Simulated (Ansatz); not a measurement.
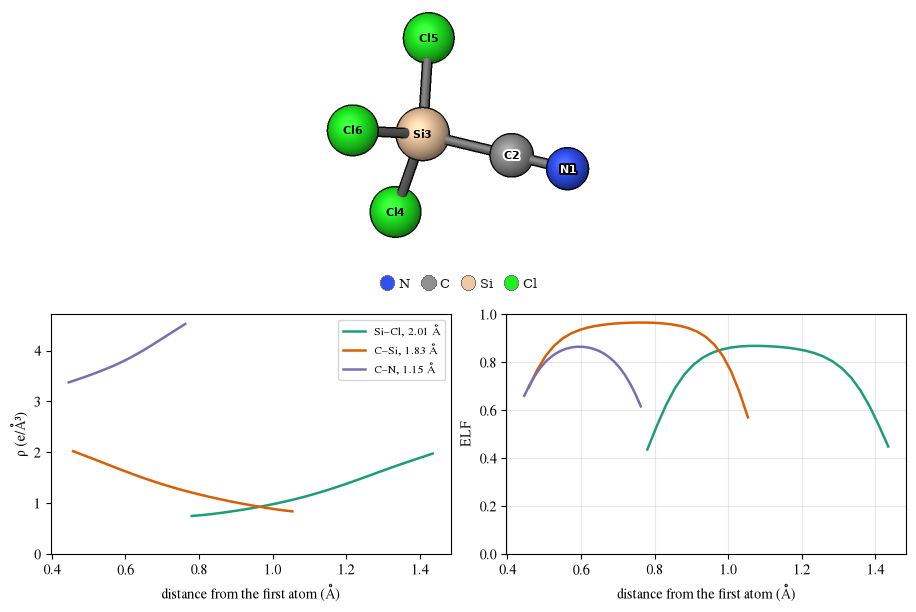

Figure 1: CCl$_{3}$NSi. Total electron density and ELF along straight lines between neighbouring atoms. The curves leave out the atomic cores. The structure is drawn too.

Geometry: PBE0-D4/def2-TZVP.

Computed with RKS PBE0-D4/def2-TZVPP (Ansatz).

```yaml
atoms:
  - { symbol: N, position_ang: [1.8467, -1.3772, 0.9738] }
  - { symbol: C, position_ang: [0.9972, -0.7461, 0.5207] }
  - { symbol: Si, position_ang: [-0.3552, 0.2585, -0.2009] }
  - { symbol: Cl, position_ang: [-1.7379, -1.0017, -0.9475] }
  - { symbol: Cl, position_ang: [0.4299, 1.4069, -1.6577] }
  - { symbol: Cl, position_ang: [-1.1385, 1.3958, 1.2654] }
```

What can be read from the curves?

Si–Cl (2.01 Å): ρ is about 0.99 e/Å³ halfway; the ELF peaks at about 0.85 between the atoms: a shared but strongly polarised pair.
C–Si (1.83 Å): ρ is about 0.99 e/Å³ halfway; the ELF peaks at about 0.95 between the atoms: a shared electron pair.
C–N (1.15 Å): the density is about 3.7 e/Å³ at the midpoint; the ELF peaks at about 0.85 between the atoms; a multiple bond.
